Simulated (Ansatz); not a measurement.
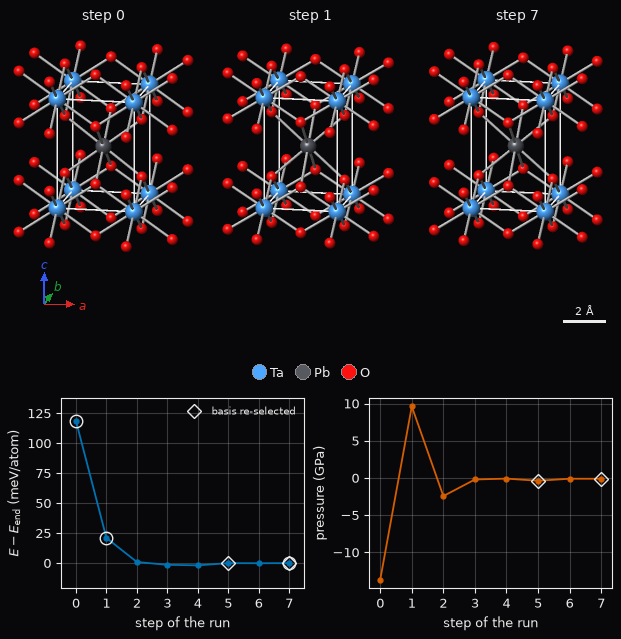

Frames of a relaxation of solid TaPbO$_{4}$ (a generated structure, set up in P4/mmm) (coarse preliminary run), marked on the history of the run. Style: ball-and-stick. Shown: the cell of the calculation, slightly off an axis.

All numbers below come from Ansatz 0.2.0, DFT PBE, scalar-relativistic, plane waves, PAW.

Input file:
```yaml
crystal:
  lattice:
    - [3.75311706, 0.0, 0.0]
    - [0.0, 3.75311706, 0.0]
    - [0.0, 0.0, 5.39323114]
  atoms:
    - { symbol: Ta, position: [0.0, 0.0, 0.0] }
    - { symbol: Pb, position: [0.5, 0.5, 0.5] }
    - { symbol: O, position: [0.5, 0.0, 0.76314598] }
    - { symbol: O, position: [0.0, 0.5, 0.23685402] }
    - { symbol: O, position: [0.5, 0.0, 0.23685402] }
    - { symbol: O, position: [0.0, 0.5, 0.76314598] }
basis:
  ecutwfc: 420
kpoints:
  mp_grid: { grid: [4, 4, 4] }
hamiltonian:
  xc: pbe
scf:
  occupations: { method: gaussian, width: 0.1 }
  lower_state_search: "off"
output:
  forces: true
  stress: true
  eigenvalues: true
relax:
  adjacent_minimum: "off"
  f_tol: 0.04
  max_steps: 70
  cell: { stress_tol: 0.4 }
```

Run as
```bash
ansatz run input.yaml --threads 1 --pin off --max-ram 2560MiB --backend cpu --events-out ev --progress --plain --runs-dir out
```

> What happens along the run?

The largest moves relative to the cell, 0.12 Å, are those of O3, O4, O5 and O6. O3 goes along +c. Pb and Ta stay in place. The drawn cell changes as follows: a = b 3.753 → 3.618 Å (−3.6 %), c 5.393 → 5.471 Å (+1.4 %); the volume changes by −5.7 %. Near-neighbour distances that change, for instance: Ta1–O3 2.270 → 2.158 Å, Pb2–O3 2.353 → 2.388 Å. Among the angles between lasting bonds that change: Pb2–O6–Pb2 105.8° → 98.5°, Ta1–O6–Ta1 111.5° → 113.9°. The space group stays P4/mmm (No. 123). Over 5 accepted moves (7 points after the start) the energy falls by 119 meV per atom. The largest force component goes from 1.8 to 0.0054 eV/Å. The pressure goes from −13.68 to −0.10 GPa. At 2 points the geometry stayed and the basis and grid were re-selected for the new cell (energy shift of 1.9 meV per atom at most each time). From step 0 to 1: O atoms move most (0.16 Å), volume −8.5 %, energy −97.7 meV per atom. From step 1 to 7: O atoms move most (0.04 Å), volume +3.0 %, energy −21.0 meV per atom.

Limits of the set-up: the k-point mesh is coarse for a cell with partly filled bands; an odd number of electrons was run without spin polarisation, which fails if the electron would localise.
